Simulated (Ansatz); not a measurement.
**SnH3Cl (SMILES [Cl][SnH3]) at CCSD/STO-3G**

Aim: the vertical singlet–triplet gap of SnH3Cl at CCSD/STO-3G, from 2 runs. 

The results are computed with Ansatz 0.2.0.

59 further runs of the same task are left out: 8 that didn't finish, 51 set aside as unsound or not needed.

## 1. The structure to begin with

SnH3Cl has 5 atoms, charge 0, and is taken as a singlet. SMILES: `[Cl][SnH3]`. The coordinates come from a PBE0-D4/def2-TZVP relaxation.

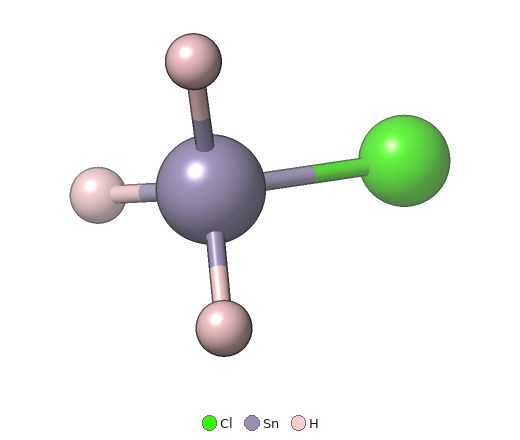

Viewed from a chosen angle; chlorine green, tin purple, hydrogen pink.

## 2. The energy at CCSD/STO-3G

Input file molecule.yaml:

```yaml
crystal:
  periodic: [false, false, false]
  atoms:
    - {symbol: Cl, position_ang: [-1.839400, 0.332400, 1.029900]}
    - {symbol: Sn, position_ang: [0.168900, -0.044500, -0.097500]}
    - {symbol: H, position_ang: [-0.120500, 0.362900, -1.722400]}
    - {symbol: H, position_ang: [0.522700, -1.694200, 0.111100]}
    - {symbol: H, position_ang: [1.318200, 0.969900, 0.637400]}
basis:
  gaussian:
    orbitals: STO-3G
magnetization:
  spin_polarized: false
  initial_magnetization: 0
correlation:
  method: ccsd
  frozen_orbitals: {Cl: 5, H: 0, Sn: 18}
accuracy: high
scf:
  omitted_lower_state_checks: [cluster_reference, increment]
```

Command:

```bash
$ ansatz run molecule.yaml --threads 1 --pin off --max-ram 2610MiB --events-out events.jsonl --progress --plain --runs-dir runs
```

Output, cut to the lines that bear on the results:

```text
Warning: RAYON_NUM_THREADS=1 ignored (pool sized by the plan → 1); use --threads N
Functional definition: HF
  name "HF"
[...]
710 factors; integrals over basis functions are off by at most 7.3e-9 eV
[...]
mean field -174688.80582630 eV, -6419.6952057910 hartree, gradient 1.5e-8 eV, S^2 0.000000; 0 other end points of the search recorded, 0 dependent functions left out
23 core orbitals not correlated: weight in the atoms' cores, before any rotation towards them, 1.000 or more for the frozen orbitals, at most 0.000 for the correlated occupied ones
reference -174688.80582630 eV, -6419.6952057910 hartree; 12, 12 occupied and 4, 4 virtual orbitals, 710 factors
second order -1.08020055 eV of doubles, -0.00000000 eV of singles
cycle   1  -1.41356340 eV  change   -3.3e-1 eV  update   5.3e-2
[...]
cycle  16  -1.61108726 eV  change    1.0e-9 eV  update   1.9e-9
Total energy: -174690.41691355 eV, -6419.7544121556 hartree
Checks for a lower state left out: cluster_reference, increment
```

Wall time 0.85 s (1 thread of Arm Neoverse V1, shared host); peak memory 0.098 GiB.

## 3. The triplet, same level

Input file molecule.yaml:

```yaml
crystal:
  periodic: [false, false, false]
  atoms:
    - {symbol: Cl, position_ang: [-1.839400, 0.332400, 1.029900]}
    - {symbol: Sn, position_ang: [0.168900, -0.044500, -0.097500]}
    - {symbol: H, position_ang: [-0.120500, 0.362900, -1.722400]}
    - {symbol: H, position_ang: [0.522700, -1.694200, 0.111100]}
    - {symbol: H, position_ang: [1.318200, 0.969900, 0.637400]}
basis:
  gaussian: {orbitals: STO-3G}
accuracy: high
correlation: {method: ccsd, frozen_orbitals: {Cl: 5, H: 0, Sn: 18}}
magnetization: {spin_polarized: true, initial_magnetization: 2}
scf: {omitted_lower_state_checks: [cluster_reference, increment]}
```

Command:

```bash
$ ansatz run molecule.yaml --threads 1 --pin off --max-ram 2610MiB --events-out events.jsonl --progress --plain --runs-dir runs
```

Output, cut to the lines that bear on the results:

```text
Warning: RAYON_NUM_THREADS=1 ignored (pool sized by the plan → 1); use --threads N
[... 2 set-up lines as earlier in the session ...]
[...]
710 factors; integrals over basis functions are off by at most 7.3e-9 eV
[...]
mean field -174680.36114832 eV, -6419.3848695995 hartree, gradient 1.1e-8 eV, S^2 2.007418; 18 other end points of the search recorded, 0 dependent functions left out
23 core orbitals not correlated: weight in the atoms' cores, before any rotation towards them, 1.000 or more for the frozen orbitals, at most 0.000 for the correlated occupied ones
reference -174680.36114832 eV, -6419.3848695995 hartree; 13, 11 occupied and 3, 5 virtual orbitals, 710 factors
second order -0.93312664 eV of doubles, -0.00000000 eV of singles
cycle   1  -1.26296796 eV  change   -3.3e-1 eV  update   5.5e-2
[...]
cycle  44  -1.49794542 eV  change   7.8e-10 eV  update   2.4e-9
Total energy: -174681.85909374 eV, -6419.4399180784 hartree
Checks for a lower state left out: cluster_reference, increment
```

It took 16 s on 1 thread of Arm Neoverse V1, shared host; peak memory 0.2 GiB.

## 4. What came out

Level: CCSD/STO-3G, 23 core orbitals frozen.

```
                                             quantity           value
                                singlet: total energy  -6419.75441 Eh
singlet: correlation energy (23 core orbitals frozen)       -59.2 mEh
                               singlet: T1 diagnostic           0.004
                                triplet: total energy  -6419.43992 Eh
triplet: correlation energy (23 core orbitals frozen)       -55.0 mEh
           triplet: ⟨S²⟩ of the reference determinant           2.007
                               triplet: T1 diagnostic           0.010
     vertical energy of the triplet above the singlet        8.558 eV
```

In words: At this shape the triplet lies 8.56 eV (197 kcal/mol) above the singlet. In a minimal basis such a difference can be off by several eV, whatever the method. Relativity is left out (singlet) although the molecule holds a heavy atom. Relativity is left out (triplet) although the molecule holds a heavy atom.
